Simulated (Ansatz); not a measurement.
# CH3Cl3GeO: a ladder of functionals and wavefunction methods, part 2 of 2

Ansatz 0.2.0, Gaussian basis; functionals in def2-TZVPP, the program's frozen cores in correlated methods. The steps go on from the part before.

## Step 14: CAM-B3LYP-D4 (range-separated)

Contents of in.yaml:

```yaml
crystal:
  periodic: [false, false, false]
  atoms:
    - {symbol: C, position_ang: [0.291123, -1.121790, 0.886338]}
    - {symbol: O, position_ang: [0.875588, -0.247282, -0.067337]}
    - {symbol: Ge, position_ang: [-0.097501, 0.980285, -0.831083]}
    - {symbol: Cl, position_ang: [-1.714817, 0.098957, -1.893841]}
    - {symbol: Cl, position_ang: [1.172929, 2.022599, -2.152077]}
    - {symbol: Cl, position_ang: [-0.907099, 2.303943, 0.623014]}
    - {symbol: H, position_ang: [1.081971, -1.790516, 1.227013]}
    - {symbol: H, position_ang: [-0.511324, -1.719911, 0.443775]}
    - {symbol: H, position_ang: [-0.102269, -0.572485, 1.747199]}
basis:
  gaussian: {orbitals: def2-TZVPP}
hamiltonian: {xc: {name: CAM-B3LYP}, dispersion: d4}
output: {orbitals: {seedname: orbitals}}
```

Command:

```sh
$ ansatz run in.yaml --threads 4 --pin off --events-out ev --progress --plain --max-ram 11315MiB
```

The program printed, shortened:

```text
Functional definition: CAM-B3LYP
  name "CAM-B3LYP"
  cite "Yanai, Tew & Handy, Chem. Phys. Lett. 393, 51 (2004) doi:10.1016/j.cplett.2004.06.011"
  cite "Iikura, Tsuneda, Yanai & Hirao, J. Chem. Phys. 115, 3540 (2001) doi:10.1063/1.1383587"
  cite "Becke, Phys. Rev. A 38, 3098 (1988) doi:10.1103/PhysRevA.38.3098"
  cite "Lee, Yang & Parr, Phys. Rev. B 37, 785 (1988) doi:10.1103/PhysRevB.37.785"
  cite "Vosko, Wilk & Nusair, Can. J. Phys. 58, 1200 (1980) doi:10.1139/p80-159"
[...]
  # Exact exchange under (alpha + beta erf(omega r))/r, Becke's under what is left of 1/r.
[...]
1836 factors; their error is unknown
345 factors; integrals over basis functions are off by at most 9.6e-6 eV
[...]
mean field -97228.86740319 eV, -3573.0949729739 hartree, gradient 6.7e-5 eV, S^2 0.000000; 0 other end points of the search recorded, 0 dependent functions left out
reference -97228.86755673 eV, -3573.0949786163 hartree; 50, 50 occupied and 228, 228 virtual orbitals, 1836 factors
Total energy: -97229.15199572 eV, -3573.1054315563 hartree
```

Wall time 7.5 s (4 threads of Arm Neoverse V2, shared host); peak memory 1.4 GiB.

With the free atoms at this level, -97197.528 eV in sum, the atomisation energy is 729.3 kcal/mol. HOMO -10.38 eV, LUMO -0.55 eV.

## Step 15: LC-ωPBE (range-separated)

Edit in.yaml of step 14 so:

```diff
@@ -14,3 +14,3 @@
   gaussian: {orbitals: def2-TZVPP}
-hamiltonian: {xc: {name: CAM-B3LYP}, dispersion: d4}
+hamiltonian: {xc: {name: LC-wPBE}}
 output: {orbitals: {seedname: orbitals}}
```

Same command.

The program printed, shortened:

```text
Functional definition: LC-wPBE
  name "LC-wPBE"
  cite "Vydrov & Scuseria, J. Chem. Phys. 125, 234109 (2006) doi:10.1063/1.2409292"
  cite "Heyd & Scuseria, J. Chem. Phys. 120, 7274 (2004) doi:10.1063/1.1668634"
  cite "Ernzerhof & Perdew, J. Chem. Phys. 109, 3313 (1998) doi:10.1063/1.476928"
  cite "Perdew, Burke & Ernzerhof, Phys. Rev. Lett. 77, 3865 (1996) doi:10.1103/PhysRevLett.77.3865"
  parent pbe
[...]
1748 factors; their error is unknown
403 factors; integrals over basis functions are off by at most 4.2e-5 eV
[...]
mean field -97206.13829492 eV, -3572.2596936512 hartree, gradient 4.4e-5 eV, S^2 0.000000; 0 other end points of the search recorded, 0 dependent functions left out
reference -97206.13829492 eV, -3572.2596936515 hartree; 50, 50 occupied and 228, 228 virtual orbitals, 1748 factors
Total energy: -97206.13829492 eV, -3572.2596936515 hartree
```

Run time: 4.2 s. Hardware: 4 threads of Arm Neoverse V2, shared host; peak memory 0.69 GiB.

With the free atoms at this level, -97174.633 eV in sum, the atomisation energy is 726.5 kcal/mol. HOMO -11.75 eV, LUMO 0.73 eV.

## Step 16: ωB97X-V (range-separated)

Edit in.yaml of step 15 so:

```diff
@@ -14,3 +14,3 @@
   gaussian: {orbitals: def2-TZVPP}
-hamiltonian: {xc: {name: LC-wPBE}}
+hamiltonian: {xc: {name: wB97X-V}}
 output: {orbitals: {seedname: orbitals}}
```

Same command.

The program printed, shortened:

```text
Functional definition: wB97X-V
  name "wB97X-V"
  cite "Mardirossian & Head-Gordon, Phys. Chem. Chem. Phys. 16, 9904 (2014) doi:10.1039/C3CP54374A"
  cite "Becke, J. Chem. Phys. 107, 8554 (1997) doi:10.1063/1.475007"
  cite "Vydrov & Van Voorhis, J. Chem. Phys. 133, 244103 (2010) doi:10.1063/1.3521275"
[...]
      + integral(e_c_pw_opposite_spin*poly(b97_u_opposite, cos0, cos1)) + vv10(b, c)
1827 factors; their error is unknown
308 factors; integrals over basis functions are off by at most 3.0e-5 eV
[...]
mean field -97214.07468949 eV, -3572.5513507721 hartree, gradient 5.3e-5 eV, S^2 0.000000; 0 other end points of the search recorded, 0 dependent functions left out
reference -97214.07468754 eV, -3572.5513507007 hartree; 50, 50 occupied and 228, 228 virtual orbitals, 1827 factors
Total energy: -97214.07468754 eV, -3572.5513507007 hartree
```

Run time: 14 s. Hardware: 4 threads of Arm Neoverse V2, shared host; peak memory 1.4 GiB.

Atomisation energy: 739.3 kcal/mol (free atoms -97182.014 eV, run apart). HOMO -11.41 eV, LUMO 0.64 eV.

## Step 17: ωB97M-V (range-separated)

Edit in.yaml of step 16 so:

```diff
@@ -14,3 +14,3 @@
   gaussian: {orbitals: def2-TZVPP}
-hamiltonian: {xc: {name: wB97X-V}}
-output: {orbitals: {seedname: orbitals}}
+hamiltonian: {xc: {name: wB97M-V}}
+output: {forces: true, orbitals: {seedname: orbitals}}
```

Same command.

The program printed, shortened:

```text
Functional definition: wB97M-V
  name "wB97M-V"
  cite "Mardirossian & Head-Gordon, J. Chem. Phys. 144, 214110 (2016) doi:10.1063/1.4952647"
  cite "Becke, J. Chem. Phys. 107, 8554 (1997) doi:10.1063/1.475007"
  cite "Vydrov & Van Voorhis, J. Chem. Phys. 133, 244103 (2010) doi:10.1063/1.3521275"
  # Of w^i u^j: cxij and so on, Table III.
[...]
  gx(w, u) = 1 - cx + cx01*u + cx10*w
  gss(w, u) = css00 + css04*u^4 + css10*w + css20*w^2 + css43*w^4*u^3
  gos(w, u) = cos00 + cos10*w + (cos20 + cos21*u)*w^2 + (cos60 + cos61*u)*w^6
[...]
      + integral(e_c_pw_mod_opposite_spin*gos(b97_w_opposite, b97_u_opposite)) + vv10(b, c)
1824 factors; their error is unknown
308 factors; integrals over basis functions are off by at most 3.0e-5 eV
[...]
Total energy: -97219.77267989 eV, -3572.7607480573 hartree
Atom 0 at     0.291123    -1.121790     0.886338 Å, force    -0.104048    -0.202767     0.210921 eV/Å
Atom 1 at     0.875588    -0.247282    -0.067337 Å, force     0.085386     0.156963    -0.164869 eV/Å
Atom 2 at    -0.097501     0.980285    -0.831083 Å, force    -0.003884    -0.000071     0.001384 eV/Å
Atom 3 at    -1.714817     0.098957    -1.893841 Å, force     0.017269     0.003698     0.017810 eV/Å
Atom 4 at     1.172929     2.022599    -2.152077 Å, force    -0.009319    -0.001984     0.004759 eV/Å
Atom 5 at    -0.907099     2.303943     0.623014 Å, force     0.007820    -0.020854    -0.010863 eV/Å
Atom 6 at     1.081971    -1.790516     1.227013 Å, force    -0.087465     0.052342    -0.019060 eV/Å
Atom 7 at    -0.511324    -1.719911     0.443775 Å, force     0.063050     0.051362     0.030928 eV/Å
Atom 8 at    -0.102269    -0.572485     1.747199 Å, force     0.031190    -0.038690    -0.071011 eV/Å
Dipole moment:    -0.051277    -0.241993     0.228438 e Å
```

Wall time 21 s (4 threads of Arm Neoverse V2, shared host); peak memory 1.5 GiB.

With the free atoms at this level, -97187.842 eV in sum, the atomisation energy is 736.3 kcal/mol. HOMO -11.31 eV, LUMO 0.49 eV.

## Step 18: B2PLYP (double hybrid)

Edit in.yaml of step 17 so:

```diff
@@ -14,3 +14,2 @@
   gaussian: {orbitals: def2-TZVPP}
-hamiltonian: {xc: {name: wB97M-V}}
-output: {forces: true, orbitals: {seedname: orbitals}}
+hamiltonian: {xc: {name: B2PLYP}}
```

Same command.

The program printed, shortened:

```text
Functional definition: B2PLYP
  name "B2PLYP"
  cite "Grimme, J. Chem. Phys. 124, 034108 (2006) doi:10.1063/1.2148954"
  cite "Becke, Phys. Rev. A 38, 3098 (1988) doi:10.1103/PhysRevA.38.3098"
  cite "Lee, Yang & Parr, Phys. Rev. B 37, 785 (1988) doi:10.1103/PhysRevB.37.785"
[...]
1700 factors; integrals over basis functions are off by at most 8.0e-4 eV
[...]
mean field -97192.03546052 eV, -3571.7414240462 hartree, gradient 6.3e-6 eV, S^2 0.000000; 0 other end points of the search recorded, 0 dependent functions left out
26 core orbitals not correlated: weight in the atoms' cores, before any rotation towards them, 1.000 or more for the frozen orbitals, at most 0.000 for the correlated occupied ones
reference -97192.03565979 eV, -3571.7414313692 hartree; 24, 24 occupied and 228, 228 virtual orbitals, 1700 factors
second order -40.26126863 eV of doubles, -0.00000000 eV of singles
Total energy: -97202.90620232 eV, -3572.1409164389 hartree
```

Run time: 10 s. Hardware: 4 threads of Arm Neoverse V2, shared host; peak memory 0.89 GiB.

Atomisation energy: 721.5 kcal/mol (free atoms -97171.620 eV, run apart).

## Step 19: PBE-QIDH (double hybrid)

Edit in.yaml of step 18 so:

```diff
@@ -14,2 +14,2 @@
   gaussian: {orbitals: def2-TZVPP}
-hamiltonian: {xc: {name: B2PLYP}}
+hamiltonian: {xc: {name: PBE-QIDH}}
```

Launched as before.

The program printed, shortened:

```text
Functional definition: PBE-QIDH
  name "PBE-QIDH"
  cite "Brémond, Sancho-García, Pérez-Jiménez & Adamo, J. Chem. Phys. 141, 031101 (2014) doi:10.1063/1.4890314"
  cite "Perdew, Burke & Ernzerhof, Phys. Rev. Lett. 77, 3865 (1996) doi:10.1103/PhysRevLett.77.3865"
[...]
1700 factors; integrals over basis functions are off by at most 8.0e-4 eV
[...]
mean field -97174.41605007 eV, -3571.0939226552 hartree, gradient 3.6e-6 eV, S^2 0.000000; 0 other end points of the search recorded, 0 dependent functions left out
26 core orbitals not correlated: weight in the atoms' cores, before any rotation towards them, 1.000 or more for the frozen orbitals, at most 0.000 for the correlated occupied ones
reference -97174.41606325 eV, -3571.0939231395 hartree; 24, 24 occupied and 228, 228 virtual orbitals, 1700 factors
second order -37.33730932 eV of doubles, -0.00000000 eV of singles
Total energy: -97186.86183302 eV, -3571.5512967426 hartree
```

Run time: 10 s. Hardware: 4 threads of Arm Neoverse V2, shared host; peak memory 0.88 GiB.

Atomisation energy: 734.5 kcal/mol (free atoms -97155.010 eV, run apart).

## Step 20: Frontier levels by functional

Dipoles come from the runs that computed forces. Levels are read from the orbital files that the runs wrote:

| functional | HOMO (eV) | LUMO (eV) | gap (eV) | dipole (D) |
| --- | --- | --- | --- | --- |
| LDA (SPW92) | -7.45 | -2.92 | 4.52 |  |
| PBE-D4 | -7.30 | -2.61 | 4.69 | 1.62 |
| revPBE-D4 | -7.24 | -2.49 | 4.75 |  |
| BLYP-D4 | -7.19 | -2.54 | 4.65 |  |
| r2SCAN-D4 | -7.68 | -2.37 | 5.31 | 1.68 |
| B97M-V | -7.78 | -2.25 | 5.54 |  |
| PBE0-D4 | -8.92 | -1.60 | 7.32 |  |
| B3LYP-D4 | -8.66 | -1.92 | 6.74 | 1.65 |
| r2SCANh-D4 | -8.28 | -2.00 | 6.27 |  |
| r2SCAN0-D4 | -9.18 | -1.46 | 7.73 |  |
| HSE06-D4 | -8.51 | -1.97 | 6.54 |  |
| BHLYP-D4 | -10.47 | -0.51 | 9.96 |  |
| CAM-B3LYP-D4 | -10.38 | -0.55 | 9.83 |  |
| LC-ωPBE | -11.75 | 0.73 | 12.48 |  |
| ωB97X-V | -11.41 | 0.64 | 12.05 |  |
| ωB97M-V | -11.31 | 0.49 | 11.81 | 1.62 |

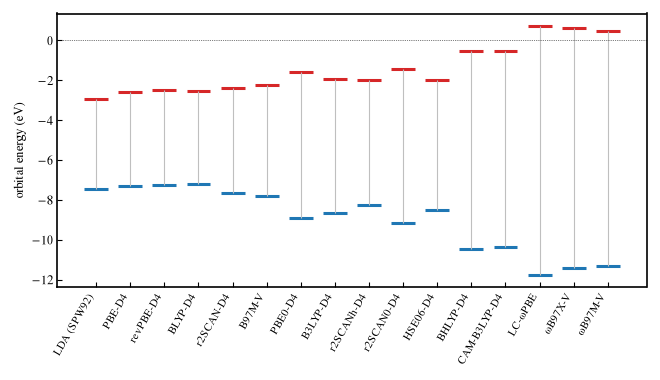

Highest occupied (blue) and lowest empty (red) level by functional.

## Step 21: CCSD(T) in def2-SVP

Edit in.yaml of step 19 so:

```diff
@@ -13,3 +13,3 @@
 basis:
-  gaussian: {orbitals: def2-TZVPP}
-hamiltonian: {xc: {name: PBE-QIDH}}
+  gaussian: {orbitals: def2-SVP}
+correlation: {method: ccsd_t}
```

Launched as before.

The program printed, shortened:

```text
Functional definition: HF
  name "HF"
  cite "Fock, Z. Phys. 61, 126 (1930) doi:10.1007/BF01340294"
  parent pbe
[...]
1222 factors; integrals over basis functions are off by at most 1.2e-3 eV
[...]
mean field -97082.25809316 eV, -3567.7071802055 hartree, gradient 7.0e-6 eV, S^2 0.000000; 0 other end points of the search recorded, 0 dependent functions left out
26 core orbitals not correlated: weight in the atoms' cores, before any rotation towards them, 1.000 or more for the frozen orbitals, at most 0.000 for the correlated occupied ones
reference -97082.25809316 eV, -3567.7071802055 hartree; 24, 24 occupied and 79, 79 virtual orbitals, 1222 factors
second order -25.63718070 eV of doubles, -0.00000000 eV of singles
cycle   1  -26.10214760 eV  change   -4.6e-1 eV  update   1.1e-1
[...]
cycle   8  -26.81069542 eV  change   -5.1e-6 eV  update   5.1e-5
perturbative correction -0.68329067 eV, -0.0251104689 hartree
Total energy: -97109.75207924 eV, -3568.7175655579 hartree
```

Run time: 15 s. Hardware: 4 threads of Arm Neoverse V2, shared host; peak memory 0.73 GiB.

## Step 22: CCSD(T) in def2-TZVPP

Edit in.yaml of step 21 so:

```diff
@@ -13,3 +13,4 @@
 basis:
-  gaussian: {orbitals: def2-SVP}
+  gaussian: {orbitals: def2-TZVPP}
 correlation: {method: ccsd_t}
+output: {orbitals: {seedname: orbitals}}
```

Same command.

The program printed, shortened:

```text
Functional definition: HF
  name "HF"
  cite "Fock, Z. Phys. 61, 126 (1930) doi:10.1007/BF01340294"
  parent pbe
[...]
1700 factors; integrals over basis functions are off by at most 8.0e-4 eV
[...]
mean field -97106.26818190 eV, -3568.5895346921 hartree, gradient 2.8e-6 eV, S^2 0.000000; 0 other end points of the search recorded, 0 dependent functions left out
26 core orbitals not correlated: weight in the atoms' cores, before any rotation towards them, 1.000 or more for the frozen orbitals, at most 0.000 for the correlated occupied ones
reference -97106.26818190 eV, -3568.5895346921 hartree; 24, 24 occupied and 228, 228 virtual orbitals, 1700 factors
second order -33.10733588 eV of doubles, -0.00000000 eV of singles
cycle   1  -33.56103963 eV  change   -4.5e-1 eV  update   1.2e-1
[...]
cycle   9  -34.48654655 eV  change   -3.8e-5 eV  update   3.1e-5
perturbative correction -1.45082353 eV, -0.0533167814 hartree
Total energy: -97142.20555198 eV, -3569.9102086833 hartree
```

It took 9.2 min on 4 threads of Arm Neoverse V2, shared host; peak memory 7.7 GiB.

## Step 23: MP2 in def2-QZVPP

Edit in.yaml of step 22 so:

```diff
@@ -13,4 +13,3 @@
 basis:
-  gaussian: {orbitals: def2-TZVPP}
-correlation: {method: ccsd_t}
-output: {orbitals: {seedname: orbitals}}
+  gaussian: {orbitals: "def2-QZVPP.json"}
+correlation: {method: mp2}
```

Same command.

The program printed:

```text
Functional definition: HF
  name "HF"
  cite "Fock, Z. Phys. 61, 126 (1930) doi:10.1007/BF01340294"
  parent pbe
  exchange = exact_x
  correlation = 0
3090 factors; integrals over basis functions are off by at most 7.0e-4 eV
mean field evaluation 1: about -97105.1116 eV, gradient 3.9e1 eV
mean field evaluation 2: about -97105.3287 eV, gradient 3.9e1 eV
mean field evaluation 4: about -97108.5371 eV, gradient 4.2e0 eV
mean field evaluation 8: about -97108.5901 eV, gradient 3.9e-1 eV
mean field -97108.59063163 eV, -3568.6748831454 hartree, gradient 2.2e-6 eV, S^2 0.000000; 0 other end points of the search recorded, 0 dependent functions left out
26 core orbitals not correlated: weight in the atoms' cores, before any rotation towards them, 1.000 or more for the frozen orbitals, at most 0.000 for the correlated occupied ones
reference -97108.59063163 eV, -3568.6748831454 hartree; 24, 24 occupied and 453, 453 virtual orbitals, 3090 factors
second order -42.68139121 eV of doubles, -0.00000000 eV of singles
Total energy: -97151.27202284 eV, -3570.2433953420 hartree
```

Run time: 37 s. Hardware: 4 threads of Arm Neoverse V2, shared host; peak memory 3.5 GiB.

The pieces so far (eV):

| basis | HF | MP2 correlation | CCSD correlation | (T) | total |
| --- | --- | --- | --- | --- | --- |
| def2-SVP | -97082.2581 | -25.6372 | -26.8107 | -0.6833 | -97109.7521 |
| def2-TZVPP | -97106.2682 | -33.1073 | -34.4865 | -1.4508 | -97142.2056 |
| def2-QZVPP | -97108.5906 | -42.6814 |  |  | -97151.2720 (MP2) |

The report of the def2-TZVPP run gives T1 = 0.0104.

## Step 24: Extrapolating to the complete basis

This step is arithmetic on the last runs, with X = 3 and 4: exp(−7.88√X) for Hartree-Fock, X^−2.97 for correlation; only MP2 was run in the larger set, so CCSD(T) minus MP2 is added from the smaller one.

| level | energy at the limit (eV) |
| --- | --- |
| HF | -97108.9105 |
| MP2 | -97158.6838 |
| CCSD | -97160.0630 |
| CCSD(T) | -97161.5138 |

This is no true limit for total energies: MP2 correlation changes by a factor of 1.29 from triple to quadruple zeta (about 1.07 in light molecules), because outer-core shells are correlated in sets not made for them. Much of that cancels between molecule and atoms or ions.

## Step 25: RPA on PBE orbitals

Edit in.yaml of step 23 so:

```diff
@@ -13,3 +13,4 @@
 basis:
-  gaussian: {orbitals: "def2-QZVPP.json"}
-correlation: {method: mp2}
+  gaussian: {orbitals: def2-TZVPP}
+hamiltonian: {xc: pbe}
+correlation: {method: rpa}
```

Same command.

The program printed, shortened:

```text
Functional definition: PBE
  name "PBE"
  cite "Perdew, Burke & Ernzerhof, Phys. Rev. Lett. 77, 3865 (1996) doi:10.1103/PhysRevLett.77.3865"
  parent pbe
[...]
1700 factors; integrals over basis functions are off by at most 8.0e-4 eV
[...]
mean field -97198.17379797 eV, -3571.9670037868 hartree, gradient 3.6e-6 eV, S^2 0.000000; 0 other end points of the search recorded, 0 dependent functions left out
26 core orbitals not correlated: weight in the atoms' cores, before any rotation towards them, 1.000 or more for the frozen orbitals, at most 0.000 for the correlated occupied ones
reference -97103.79844987 eV, -3568.4987737143 hartree; 24, 24 occupied and 228, 228 virtual orbitals, 1700 factors
Total energy: -97156.32432526 eV, -3570.4290640316 hartree
```

Run time: 9 s. Hardware: 4 threads of Arm Neoverse V2, shared host; peak memory 0.72 GiB.

RPA correlation: -52.526 eV. No RPA run of the hydrogen atom was made, so RPA has no atomisation energy below.

## Step 26: The ladder

Atomisation energy = energies of 1 C, 1 O, 1 Ge, 3 Cl, 3 H (separate runs, same level) minus the molecule's; electronic only, no spin-orbit term.

Differences are taken before rounding.

| method | rung | atomisation energy (kcal/mol) | from CCSD(T)/CBS (kcal/mol) | time |
| --- | --- | --- | --- | --- |
| LDA (SPW92) | LDA | 854.9 | +118.1 | 2 s |
| PBE-D4 | GGA | 751.2 | +14.3 | 3.9 s |
| revPBE-D4 | GGA | 729.1 | -7.8 | 3.3 s |
| BLYP-D4 | GGA | 724.7 | -12.1 | 3.3 s |
| r2SCAN-D4 | meta-GGA | 741.2 | +4.4 | 8 s |
| B97M-V | meta-GGA | 744.4 | +7.5 | 15 s |
| PBE0-D4 | hybrid | 736.1 | -0.7 | 7 s |
| B3LYP-D4 | hybrid | 725.1 | -11.8 | 10 s |
| r2SCANh-D4 | hybrid | 734.8 | -2.1 | 11 s |
| r2SCAN0-D4 | hybrid | 725.7 | -11.2 | 11 s |
| HSE06-D4 | hybrid | 736.7 | -0.1 | 7.5 s |
| BHLYP-D4 | hybrid | 703.3 | -33.5 | 7.5 s |
| CAM-B3LYP-D4 | range-separated | 729.3 | -7.6 | 7.5 s |
| LC-ωPBE | range-separated | 726.5 | -10.3 | 4.2 s |
| ωB97X-V | range-separated | 739.3 | +2.5 | 14 s |
| ωB97M-V | range-separated | 736.3 | -0.5 | 21 s |
| B2PLYP | double hybrid | 721.5 | -15.4 | 10 s |
| PBE-QIDH | double hybrid | 734.5 | -2.3 | 10 s |
| HF/def2-TZVPP | wavefunction | 521.1 | -215.7 |  |
| MP2/def2-TZVPP | wavefunction | 741.6 | +4.8 |  |
| CCSD/def2-TZVPP | wavefunction | 701.6 | -35.2 |  |
| CCSD(T)/def2-SVP | wavefunction | 683.9 | -53.0 | 15 s |
| CCSD(T)/def2-TZVPP | wavefunction | 717.2 | -19.7 | 9.2 min |
| MP2/CBS | wavefunction | 761.3 | +24.4 |  |
| CCSD(T)/CBS | wavefunction | 736.9 | 0 | 9.8 min |

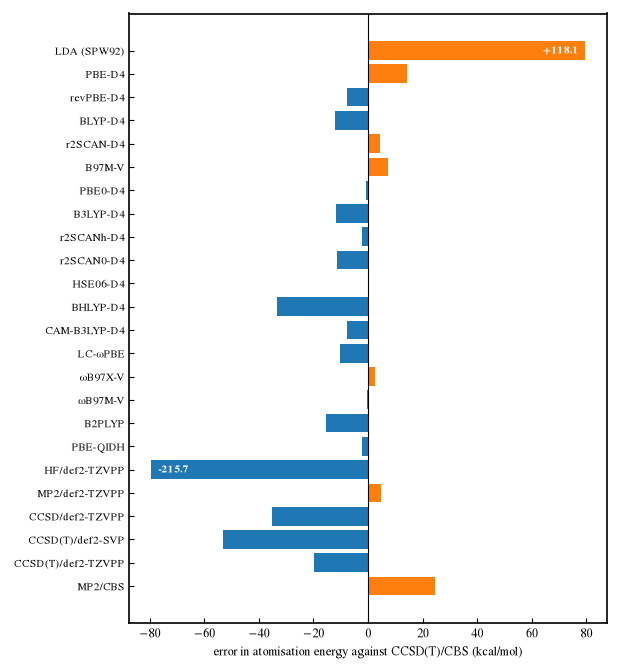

Error of each method against CCSD(T)/CBS. Bars with a number in them are cut short.

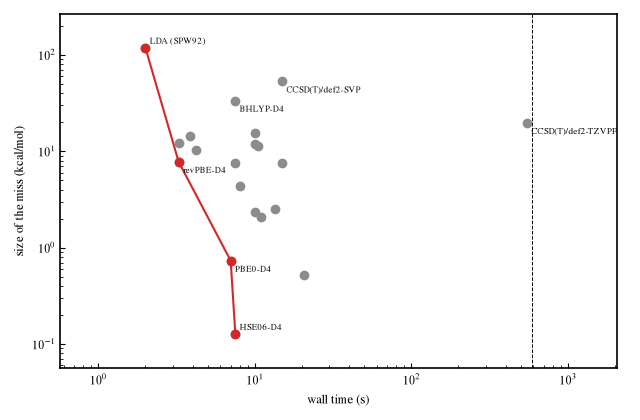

Accuracy for the time spent; red marks the levels that beat every quicker one drawn (of those quicker than the yardstick), and the dashed line is the time of CCSD(T)/CBS. Only those levels and the largest misses are named. Times are from a shared host.

LDA (SPW92), LC-ωPBE, B2PLYP, PBE-QIDH carry no dispersion term (for B3LYP, D4 adds 11.9 kcal/mol).

Times are those of the molecule's run; HF, MP2 and CCSD come out of the CCSD(T) runs, and the limit's time is the sum of the runs that it needs.

## Step 27: Outcome

This closing draws on all 2 parts.

| quantity | value |
| --- | --- |
| atomisation energy, CCSD(T)/CBS | 736.9 kcal/mol |
| functionals within 7.4 kcal/mol (1.0 %) | r2SCAN-D4, PBE0-D4, r2SCANh-D4, HSE06-D4, ωB97X-V, ωB97M-V, PBE-QIDH |
| farthest beyond LDA | BHLYP-D4 (-33.5 kcal/mol) |
| mean size of error, GGA | 11.4 kcal/mol |
| mean size of error, meta-GGA | 5.9 kcal/mol |
| mean size of error, hybrid | 9.9 kcal/mol |
| mean size of error, range-separated | 5.2 kcal/mol |
| mean size of error, double hybrid | 8.9 kcal/mol |
| gap, smallest and largest | 4.52 eV (LDA (SPW92)), 12.48 eV (LC-ωPBE) |
| T1 diagnostic | 0.0104 |
| triples share of the correlation energy | 4.0 % |

**Reading.** LDA overbinds by 118.1 kcal/mol (16 %). PBE-D4 misses by +14.3 kcal/mol. Double hybrids carry the basis error of their MP2 part in triple zeta, and no dispersion term here, so their miss is partly the set-up's. The rungs range-separated, meta-GGA miss on average by less than the doubt on the reference (7.4 kcal/mol), so they tie. Misses under about 7.4 kcal/mol are within the doubt on the reference itself, which lacks core-valence correlation, relativity and higher excitations, and its outer-core shells are covered unevenly. Hartree-Fock recovers 71 % of the binding; the rest is correlation. CCSD(T) in def2-SVP is off by -53.0 kcal/mol, worse than the median functional, from the basis alone. The gap grows from 4.5 to 12.5 eV across the functionals, mostly with the share of exact exchange. Correlated methods include outer-core shells of Ge, which these sets cover unevenly.

HSE06-D4 reaches 0.1 kcal/mol from the reference in 7.5 s, where CCSD(T)/CBS took 9.8 min; the quickest level in the cost chart, LDA (SPW92), takes 2 s and misses by 118.1 kcal/mol.
